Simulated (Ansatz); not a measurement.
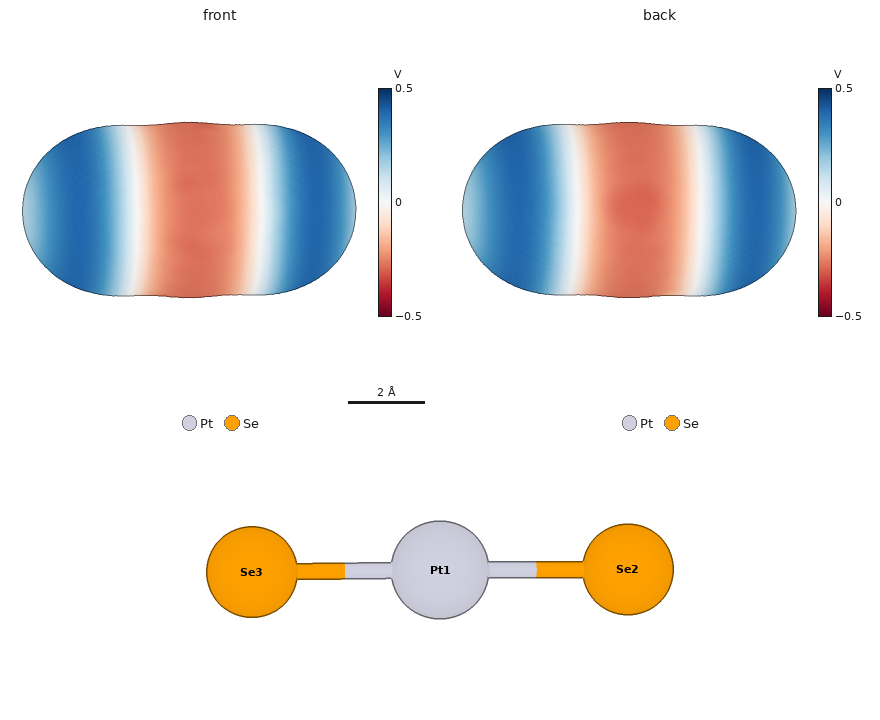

The picture shows: PtSe2. The molecular electrostatic potential painted on the density surface at 0.001 e/bohr³, seen from the front and from behind; the colour scale runs from red (negative) to blue (positive). The bare structure is drawn below in the same view.

Geometry: PBE0-D4/def2-TZVP; core potentials replace the inner electrons of Pt.

The calculation used RKS PBE0-D4/def2-TZVP in Ansatz.

Describe the electrostatic potential map.

The most negative region (about −0.3 V) lies over Pt1, the most positive (about +0.4 V, or +9 kcal/mol for a unit charge) over Se2 and Se3.
